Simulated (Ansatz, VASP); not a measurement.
# Cross-check of O between VASP and Ansatz

One calculation is typed for both programs; each brings its own data sets and cutoff. How far apart do they land?

Method: plane waves, with VASP 6.6.1 beside it; single point at LDA, in Ansatz 0.2.0.

### 1. The structure

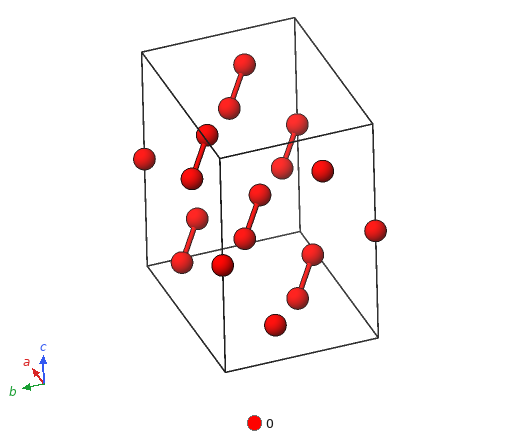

The starting structure, seen from a free direction (oxygen red). Bonds to atoms that aren't drawn are left out. Some periodic images of atoms are drawn too.

### 2. Ansatz: single point, LDA

Ansatz runs on its default PAW (the set named soft_2) files.

With cell and atoms fixed, the geometry can't cause a difference; cores, projectors, grids and the points listed under the comparison can.

input.yaml

```yaml
crystal:
  lattice:
    - [-1.4233490221, 4.1088547053, -3.4083]
    - [4.2700470663, 0.8217709411, 3.4083]
    - [4.2700470663, -0.8217709411, -3.4083]
  atoms:
    - { symbol: O, position: [0.52885, 0.09935, 0.7436] }
    - { symbol: O, position: [0.02885, 0.2660166667, 0.4102666667] }
    - { symbol: O, position: [0.52885, 0.4326833333, 0.0769333333] }
    - { symbol: O, position: [0.02885, 0.59935, 0.7436] }
    - { symbol: O, position: [0.52885, 0.7660166667, 0.4102666667] }
    - { symbol: O, position: [0.02885, 0.9326833333, 0.0769333333] }
    - { symbol: O, position: [0.97115, 0.0673166667, 0.9230666667] }
    - { symbol: O, position: [0.47115, 0.2339833333, 0.5897333333] }
    - { symbol: O, position: [0.97115, 0.40065, 0.2564] }
    - { symbol: O, position: [0.47115, 0.5673166667, 0.9230666667] }
    - { symbol: O, position: [0.97115, 0.7339833333, 0.5897333333] }
    - { symbol: O, position: [0.47115, 0.90065, 0.2564] }
hamiltonian:
  xc: lda
  pseudopotentials: { kind: paw }
kpoints:
  mp_grid: { grid: [3, 3, 3] }
scf:
  occupations: { method: gaussian, width: 0.05 }
  n_extra_bands: 7
output:
  forces: true
  stress: true
  eigenvalues: true
```

The run is started by

```bash
$ ansatz run input.yaml --threads 4 --pin off --max-ram 9216MiB --backend cpu --events-out ev --progress --plain --runs-dir out
```

Numbers of over 12 decimals in the logs are rounded to 6 here.

The program printed:

```text
scf.n_extra_bands = 7 over 36 filled bands (N_el = 72.0): the run solves 43 bands
Engine: ansatz 0.2.0, aarch64-unknown-linux-gnu
Pseudopotentials: kind: paw
Pseudopotential: O, paw, valence charge 6, recommended cutoff 420 eV (normal), O.paw.azcp
Functional definition: SPW92
  exchange = slater_x
  correlation = pw_c
Crystal: 12 atoms, lattice volume = 143.517 Å³
Basis set: ecut = 420 eV, 2825 PW (Γ)
Bands: 43, of which v1, the nominal top of the filled ones, is band 36 counted from 1 (35 counted from 0)
Symmetry: 12 space group operations
Space group: R-3m (ITA 166), of the structure as read, at distance tolerance 5.2e-5 Å
k-points: 14 of 27
Non-local potential: O, projectors of the file, l = 0: 2, l = 1: 2, l = 2: 1
PAW form: soft (Blöchl's): semilocal exchange-correlation on the pseudo side does not see the compensation charge
PAW frozen core: O, regenerated for the run's functional, and the local potential with it (the file was generated under x = pbe(κ = 0.804, μ = 0.219515), c = pbe(β = 0.066725))
PAW one-centre angular grid: O, 110 points (default); XC on 64 Gauss nodes
Initial density: superposition of atomic densities (neutral atoms: chi_scale 0, normalization atom), corrected by the library's trained network
Initial wavefunctions: pseudopotential atomic-orbital guess
Functional: x = slater, c = lda
SCF iter   1: F=—  HF=-6628.671639 eV  |F-HF|=—  |Δ(HF+E_count)|=         —  Δρ=1.85e-2  dr2=3.72e-1  ethr=1.77e-3  ⟨swp⟩=7.4  Hψ=2474  notcnv=0
preconditioner: auto → LDOS  [metal: Δε(μ)=0.039 eV  Ē_g=8.995 eV  σ=0.050 eV  W_gap=0.42  n_scr=34 (ndim 8)  ℏωp=24.0 eV  f_vac=0.021  D(μ)=12.92/eV (n_scr^D=170)  β→1.0]
SCF iter   2: F=—  HF=-6628.534068 eV  |F-HF|=—  |Δ(HF+E_count)|=   1.38e-1  Δρ=5.77e-3  dr2=2.07e-2  ethr=5.17e-4  ⟨swp⟩=2.1  Hψ=1224  notcnv=0  defer=10
SCF iter   3: F=—  HF=-6628.534526 eV  |F-HF|=—  |Δ(HF+E_count)|=   4.58e-4  Δρ=2.67e-3  dr2=4.53e-3  ethr=2.88e-5  ⟨swp⟩=2.6  Hψ=999  notcnv=0  defer=10
SCF iter   4: F=—  HF=-6628.533028 eV  |F-HF|=—  |Δ(HF+E_count)|=   1.50e-3  Δρ=9.37e-4  dr2=3.32e-4  ethr=6.30e-6  ⟨swp⟩=2.1  Hψ=1010  notcnv=0  defer=10
SCF iter   5: F=—  HF=-6628.532940 eV  |F-HF|=—  |Δ(HF+E_count)|=   8.81e-5  Δρ=1.56e-4  dr2=1.20e-5  ethr=4.61e-7  ⟨swp⟩=2.0  Hψ=1089  notcnv=0  defer=10
SCF iter   6: F=—  HF=-6628.532928 eV  |F-HF|=—  |Δ(HF+E_count)|=   1.20e-5  Δρ=4.14e-5  dr2=7.88e-7  ethr=1.66e-8  ⟨swp⟩=3.0  Hψ=1018  notcnv=0  defer=10
SCF iter   7: F=-6628.532928 eV  HF=-6628.532928 eV  |F-HF|=8.77e-9  |Δ(HF+E_count)|=   1.87e-8  Δρ=7.64e-6  dr2=3.25e-8  ethr=1.39e-10  ⟨swp⟩=9.4  Hψ=2343  notcnv=0
SCF 1 converged in 7 iterations: F = -6628.532928 eV  dr2 = 3.25e-8
  greatest PAW one-centre occupation: 0.882 electrons in one spin orbital (limit 2), on the O atom at site 11 (counted from 0), in its partial waves of l = 0
SCF converged after 7 iterations
Free energy (F): -6628.532928 eV
Harris-Foulkes:  -6628.532928 eV  (|F-HF|=8.77e-9)
Internal energy: -6628.516266 eV  (E = F + TS)
E sigma→0 (E₀):  -6628.524597 eV
Entropy (-TS):   -0.016662 eV (-1.388 meV/atom)
Fermi energy:    2.076006 eV
--- Per-component energies (eV) ---
  E_band       = -632.199188
  E_kinetic    = 2037.945686
  E_local      = -5100.971806  (includes V_loc(G=0)·N_el)
  E_nonlocal   = 606.221012
  E_hartree    = 1665.352095
  E_xc         = -839.188218
  E_vxc        = -1078.178194  (∫ρ·V_xc dr)
  E_paw        = -1753.590582  (= ΣΔE_a)
  E_vpaw       = -427.950425  (= ΣTr[D̂ρ^β])
  E_aug_tail   = 0.028019  (compensation charges beyond the density's cutoff)
  E_ewald      = -3245.475531
  E_core_change = 1.163058  (= ΣΔE_core)
  E_smearing   = -0.016662  (= −TS)
  E_closure    = -0.000000  (closes the sum)
  Σ components = -6628.532928   (vs F -6628.532928, Δ=0.00e0)
--- Forces (eV/Å), atoms counted from 1 ---
  atom   1  O     -0.00219494     0.01561889    -1.38382102
  atom   2  O     -0.00219494     0.01561889    -1.38382102
  atom   3  O     -0.00219494     0.01561889    -1.38382102
  atom   4  O     -0.00219494     0.01561889    -1.38382102
  atom   5  O     -0.00219494     0.01561889    -1.38382102
  atom   6  O     -0.00219494     0.01561889    -1.38382102
  atom   7  O      0.00219494    -0.01561889     1.38382102
  atom   8  O      0.00219494    -0.01561889     1.38382102
  atom   9  O      0.00219494    -0.01561889     1.38382102
  atom  10  O      0.00219494    -0.01561889     1.38382102
  atom  11  O      0.00219494    -0.01561889     1.38382102
  atom  12  O      0.00219494    -0.01561889     1.38382102
  max |Σ_I F_I| component: 8.88e-16 eV/Å
--- Stress (GPa, compression-positive) ---
      -11.811809       0.148031      -0.008783
        0.148031     -11.735150      -0.059694
       -0.008783      -0.059694      12.496971
  P = ⅓ Tr σ = -3.6833 GPa (-36.833 kbar)
--- Band table (eV; the first three rows and the last of 14) ---
  k-point 0: bands = [... 32 lower, 1.2876, 1.3479, 1.3479, 2.1100, 2.1511, 2.1511, 2.5328, 2.5328, ... 3 higher]
  k-point 1: bands = [... 32 lower, 1.2115, 1.2663, 2.1071, 2.1119, 2.1381, 2.1921, 2.4813, 2.5256, ... 3 higher]
  k-point 2: bands = [... 32 lower, 1.3443, 1.3588, 1.7312, 2.0583, 2.1582, 2.1816, 2.3341, 2.3675, ... 3 higher]
  k-point 13: bands = [... 32 lower, 0.9309, 1.3778, 1.8741, 1.8811, 2.3649, 2.3705, 2.4892, 2.5183, ... 3 higher]
```

It took 1.5 s on 4 threads of Arm Neoverse V1, shared host; peak memory 0.44 GiB; 5.3 s of CPU time.

Reading the cycles: dr2 is the Hartree energy of the density residual (eV), the measure of convergence; HF is the Harris–Foulkes estimate of the energy, which meets the free energy F at convergence.

The run ends at a pressure of -3.68 GPa, with forces up to 1.4 eV/Å.

### 3. VASP: single point, LDA

The same cell, functional (in two slightly different forms), mesh and smearing now go to VASP, with its own data sets and cutoff.

Lines of VASP's logs that name or quote its potential files are left out, and so is its time.

INCAR

```
SYSTEM = O
PREC = Accurate
ENCUT = 400
EDIFF = 1E-05
NELM = 100
ISMEAR = 0
SIGMA = 0.05
LREAL = .FALSE.
ALGO = Normal
GGA = CA
NBANDS = 48
LWAVE = .FALSE.
LCHARG = .FALSE.
KPAR = 2
NCORE = 4
ICORELEVEL = 1
```

POSCAR

```
O
1.0
   -1.4233490221      4.1088547053     -3.4083000000
    4.2700470663      0.8217709411      3.4083000000
    4.2700470663     -0.8217709411     -3.4083000000
O O
1 11
Direct
    0.5288500000      0.0993500000      0.7436000000
    0.0288500000      0.2660166667      0.4102666667
    0.5288500000      0.4326833333      0.0769333333
    0.0288500000      0.5993500000      0.7436000000
    0.5288500000      0.7660166667      0.4102666667
    0.0288500000      0.9326833333      0.0769333333
    0.9711500000      0.0673166667      0.9230666667
    0.4711500000      0.2339833333      0.5897333333
    0.9711500000      0.4006500000      0.2564000000
    0.4711500000      0.5673166667      0.9230666667
    0.9711500000      0.7339833333      0.5897333333
    0.4711500000      0.9006500000      0.2564000000
```

KPOINTS

```
Automatic mesh
0
Gamma
3 3 3
0 0 0
```

Potentials, in the order of the species: O and O (PBE family, release 64).

The run is started by

```bash
$ mpirun -np 8 vasp_std
```

The program printed:

```text
[banner, memory and clock lines left out]
running    8 mpi-ranks, on    1 nodes
 distrk:  each k-point on    4 cores,    2 groups
 distr:  one band on    4 cores,    1 groups

 POSCAR found type information on POSCAR O O
 POSCAR found :  2 types and      12 ions
|                                                                             |
|               ----> ADVICE to this user running VASP <----                  |
|                                                                             |
|     You enforced a specific xc type in the INCAR file but a different       |
|     [... a line on the potential file left out ...]
|     I HOPE YOU KNOW WHAT YOU ARE DOING!                                     |
|                                                                             |

 LDA part: xc-table for (Slater(with rela. corr.)+CA(PZ))
 , standard interpolation
 POSCAR, INCAR and KPOINTS ok, starting setup
 FFT: planning ... GRIDC
 FFT: planning ... GRID_SOFT
 FFT: planning ... GRID
 WAVECAR not read
 entering main loop
       N       E                     dE             d eps       ncg     rms          rms(c)
DAV:   1     0.377790187076E+03    0.37779E+03   -0.35053E+04  1368   0.116E+03
DAV:   2    -0.426866404270E+02   -0.42048E+03   -0.40887E+03  1656   0.301E+02
DAV:   3    -0.649113696440E+02   -0.22225E+02   -0.21901E+02  1552   0.728E+01
DAV:   4    -0.652086710619E+02   -0.29730E+00   -0.29664E+00  1680   0.838E+00
DAV:   5    -0.652138219098E+02   -0.51508E-02   -0.51492E-02  1552   0.112E+00    0.108E+01
DAV:   6    -0.635734833197E+02    0.16403E+01   -0.15718E+00  1568   0.690E+00    0.579E+00
DAV:   7    -0.631670008969E+02    0.40648E+00   -0.17777E+00  1568   0.694E+00    0.106E+00
DAV:   8    -0.631782987390E+02   -0.11298E-01   -0.19360E-01  1552   0.220E+00    0.534E-01
DAV:   9    -0.631798093597E+02   -0.15106E-02   -0.54017E-02  1792   0.597E-01    0.845E-01
DAV:  10    -0.631750276164E+02    0.47817E-02   -0.25466E-02  1568   0.490E-01    0.115E-01
DAV:  11    -0.631753919620E+02   -0.36435E-03   -0.38256E-03  1568   0.196E-01    0.261E-01
DAV:  12    -0.631750444648E+02    0.34750E-03   -0.21427E-03  1768   0.112E-01    0.604E-02
DAV:  13    -0.631750456023E+02   -0.11375E-05   -0.33717E-04  1296   0.506E-02    0.602E-02
DAV:  14    -0.631750205631E+02    0.25039E-04   -0.11559E-04  1216   0.343E-02    0.122E-02
DAV:  15    -0.631750195517E+02    0.10114E-05   -0.14581E-05   984   0.194E-02
   1 F= -.63175020E+02 E0= -.63166774E+02  d E =-.164913E-01
```

Parts of OUTCAR (step 3):

```text
ion  position               nearest neighbor table
   1  0.529  0.099  0.744-   8 1.18
   2  0.029  0.266  0.410-   9 1.18
   3  0.529  0.433  0.077-  10 1.18
   4  0.029  0.599  0.744-  11 1.18
   5  0.529  0.766  0.410-  12 1.18
   6  0.029  0.933  0.077-   7 1.18
   7  0.971  0.067  0.923-   6 1.18
   8  0.471  0.234  0.590-   1 1.18
   9  0.971  0.401  0.256-   2 1.18
  10  0.471  0.567  0.923-   3 1.18
  11  0.971  0.734  0.590-   4 1.18
  12  0.471  0.901  0.256-   5 1.18

  LATTYP: Found a triclinic cell.
 ALAT       =     5.5249541462
 B/A-ratio  =     1.7898524133
 C/A-ratio  =     1.0000000000
 COS(alpha) =     0.0049887654
 COS(beta)  =     0.4690477743
 COS(gamma) =     0.7466032998

 Subroutine GETGRP returns: Found  1 space group operations
 (whereof  1 operations were pure point group operations)

The static configuration has the point symmetry C_1 .

 Found     14 irreducible k-points:

   k-points           NKPTS =     14   k-points in BZ     NKDIM =     14   number of bands    NBANDS=     48

   dimension x,y,z NGX =    36 NGY =   36 NGZ =   36
   dimension x,y,z NGXF=    72 NGYF=   72 NGZF=   72

   ENCUT  =  400.0 eV  29.40 Ry    5.42 a.u.   9.01  9.01  9.01*2*pi/ulx,y,z

   NELECT =      72.0000    total number of electrons

 k-points in reciprocal lattice and weights: Automatic mesh
   0.00000000  0.00000000  0.00000000       0.037
   0.33333333  0.00000000 -0.00000000       0.074
  -0.00000000  0.33333333 -0.00000000       0.074
   0.33333333  0.33333333 -0.00000000       0.074
  -0.33333333  0.33333333 -0.00000000       0.074
   0.00000000 -0.00000000  0.33333333       0.074
   0.33333333 -0.00000000  0.33333333       0.074
  -0.33333333 -0.00000000  0.33333333       0.074
   0.00000000  0.33333333  0.33333333       0.074
[...]
0.33333333 -0.33333333  0.33333333       0.074
  -0.33333333 -0.33333333  0.33333333       0.074

 the core state eigenenergies are
   1-  1s   -509.7221
   2-  1s   -509.7208
   3-  1s   -509.7213
   4-  1s   -509.7204
   5-  1s   -509.7213
   6-  1s   -509.7225
   7-  1s   -509.7221
   8-  1s   -509.7218
   9-  1s   -509.7206
  10-  1s   -509.7210
  11-  1s   -509.7204
  12-  1s   -509.7213

 E-fermi :   0.1030

 k-point     1 :       0.0000    0.0000    0.0000
  band No.  band energies     occupation
    ...
     31      -0.8306      2.00000
     32      -0.8305      2.00000
     33      -0.6832      2.00000
     34      -0.6208      2.00000
     35      -0.6208      2.00000
     36       0.1294      0.45546
     37       0.1800      0.02935
     38       0.1801      0.02916
     39       0.5595      0.00000
     40       0.5596      0.00000
    ...

 k-point     2 :       0.3333    0.0000   -0.0000
  band No.  band energies     occupation
    ...
     32      -0.7218      2.00000
     33      -0.6242      2.00000
     34      -0.3931      2.00000
     35      -0.3748      2.00000
     36      -0.2438      2.00000
     37       0.1759      0.03937
     38       0.2490      0.00004
     39       0.2648      0.00000
     40       0.5126      0.00000
     41       0.5633      0.00000
    ...

 k-point     3 :      -0.0000    0.3333   -0.0000
  band No.  band energies     occupation
    ...
     32      -0.6337      2.00000
     33      -0.6170      2.00000
     34      -0.5990      2.00000
     35      -0.2429      2.00000
     36       0.0869      1.35137
     37       0.1864      0.01841
     38       0.2070      0.00328
     39       0.3590      0.00000
     40       0.3902      0.00000
     41       0.5056      0.00000
    ...

  Total      -21.3999041    -21.2744199     18.2764931      0.1593113     -0.0362115     -0.0249741
  in kB     -238.9020670   -237.5011996    204.0332496      1.7785035     -0.4042544     -0.2788037
  external PRESSURE =     -90.7900057 kB  Pullay stress =       0.0000000 kB

  energy-cutoff  :      400.00
  volume of cell :      143.52
      direct lattice vectors                 reciprocal lattice vectors
    -1.423349022  4.108854705 -3.408300000     0.000000000  0.202814018 -0.048900234
     4.270047066  0.821770941  3.408300000     0.117094728  0.135209346  0.114100545
     4.270047066 -0.821770941 -3.408300000     0.117094728 -0.067604673 -0.130400623

 POSITION                                       TOTAL-FORCE (eV/Angst)
 -----------------------------------------------------------------------------------
      2.84670      1.64354     -3.99828        -0.001212      0.014030     -3.574119
      2.84670     -0.00000     -0.58998        -0.001216      0.014069     -3.572329
      1.42335      2.46531     -0.58998        -0.001203      0.013954     -3.569790
      5.69340     -0.00000     -0.58998        -0.001287      0.013994     -3.573860
      4.27005      2.46531     -0.58998        -0.001317      0.013990     -3.573117
      4.27005      0.82177      2.81832        -0.001199      0.014002     -3.572860
      2.84670      3.28708     -6.22662         0.001256     -0.014022      3.572859
      2.84670      1.64354     -2.81832         0.001281     -0.013982      3.574074
      1.42335      4.10885     -2.81832         0.001248     -0.013979      3.572350
      5.69340      1.64354     -2.81832         0.001274     -0.014016      3.569725
      4.27005      4.10885     -2.81832         0.001235     -0.014045      3.573929
      4.27005      2.46531      0.58998         0.001140     -0.013997      3.573137
 -----------------------------------------------------------------------------------
    total drift:                                0.000008     -0.000010     -0.000198

  FREE ENERGIE OF THE ION-ELECTRON SYSTEM (eV)
  ---------------------------------------------------
  free  energy   TOTEN  =       -63.1750195517 eV

  energy  without entropy=      -63.1585282169  energy(sigma->0) =      -63.16677388

[... 3 further parts left out ...]
```

The run ends at a pressure of -9.08 GPa, with forces up to 3.6 eV/Å.

### 4. Comparison

Known differences besides the PAW data sets themselves: the two LDA forms differ slightly; the cutoff is 420 eV in Ansatz and 400 eV in VASP; Ansatz makes its cores anew for this functional, VASP keeps those of its PBE data sets. Total energies have different zeros and are not compared.

Compared:

```
      quantity  Ansatz   VASP  difference
pressure (GPa)   -3.68  -9.08       +5.40
```

Forces on 10 of the 12 atoms, picked by the larger force of the two programs (eV/Å; atoms numbered as in POSCAR):

| atom | Ansatz x, y, z | VASP x, y, z |
| --- | --- | --- |
| O1 | -0.002, 0.016, -1.384 | -0.001, 0.014, -3.574 |
| O2 | -0.002, 0.016, -1.384 | -0.001, 0.014, -3.572 |
| O4 | -0.002, 0.016, -1.384 | -0.001, 0.014, -3.574 |
| O5 | -0.002, 0.016, -1.384 | -0.001, 0.014, -3.573 |
| O6 | -0.002, 0.016, -1.384 | -0.001, 0.014, -3.573 |
| O7 | 0.002, -0.016, 1.384 | 0.001, -0.014, 3.573 |
| O8 | 0.002, -0.016, 1.384 | 0.001, -0.014, 3.574 |
| O9 | 0.002, -0.016, 1.384 | 0.001, -0.014, 3.572 |
| O11 | 0.002, -0.016, 1.384 | 0.001, -0.014, 3.574 |
| O12 | 0.002, -0.016, 1.384 | 0.001, -0.014, 3.573 |

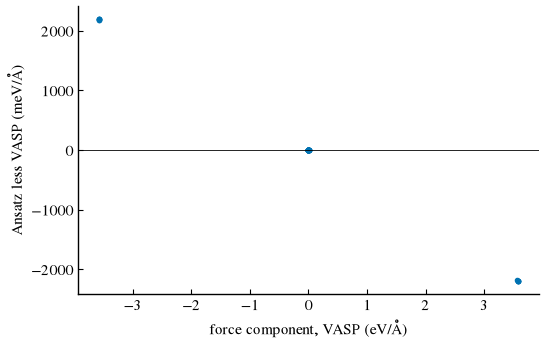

Difference of the force components against their size.

The forces differ by 1264 meV/Å r.m.s., which is 61.3 % of the r.m.s. force of 2.06 eV/Å (both taken over all components). Ansatz's pressure holds a Pulay correction of 1.54 GPa; VASP's holds none.

### 5. Looking for the cause

The difference is large enough to ask for its cause, so further runs change the set-up of one program at a time, as the table lists.

```
                                                           run  r.m.s. force difference (% of the r.m.s. force)
                                                      as above                                               61
cores kept as stored, as VASP does, whose cores stay as stored                                               56
                       Ansatz's larger PAW set (cutoff 900 eV)                                               51
                   norm-conserving potentials (cutoff 1143 eV)                                               58
```

### 6. Results

```json
{
 "r.m.s. force difference (single point, LDA)": "61 % of the r.m.s. force",
 "difference in pressure (single point, LDA)": "5.4 GPa"
}
```

**Reading.** The r.m.s. force difference is 61 % of the r.m.s. force (single point, LDA), beyond the 3 % picked in this series as the mark of a large difference. Also far apart in the single point, LDA pair: the difference in pressure, 5.4 GPa. For single point, LDA: no further run halves the r.m.s. force difference; only Ansatz's side was varied, and Ansatz's runs with other potentials lie closer to each other than to VASP, which for this quantity points to VASP's side; this was not tested here. 1 further run on this material is not shown. How closely two codes agree says nothing of how well the functional describes the real material.

[Lines on the potential files, build, host, timing and source positions are cut from VASP's logs without a mark.]

[Logs are printed without paths, hosts, clocks, repeated set-up lines and the standing remarks that a program may print on its own settings, such as how far it seeks lower states.]

[Hosts, paths, dates, database ids (printed as entryN), source tags and the programs' standing remarks are cut or masked in the printed files.]
